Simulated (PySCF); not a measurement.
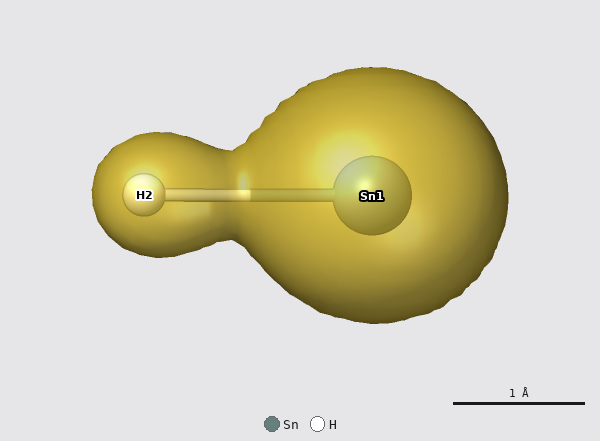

*SnH (doublet). Isosurface of the electron density at 0.5 e/Å³ (yellow), seen from one side.*

Core potentials replace the inner electrons of Sn.

The calculation used PySCF, PBE0/aug-cc-pVDZ(-PP), non-relativistic Hamiltonian with scalar-relativistic core potentials where named, at a bond length of 1.788 Å.

**What does this surface tell about the bonding?**

At this value the surface is in one piece. It bridges the sampled Sn–H (1.79 Å) contact, where the density stays above the isovalue. On the grid the lowest density along these lines, outside the cores, is 0.64 e/Å³ (Sn–H, 1.79 Å).
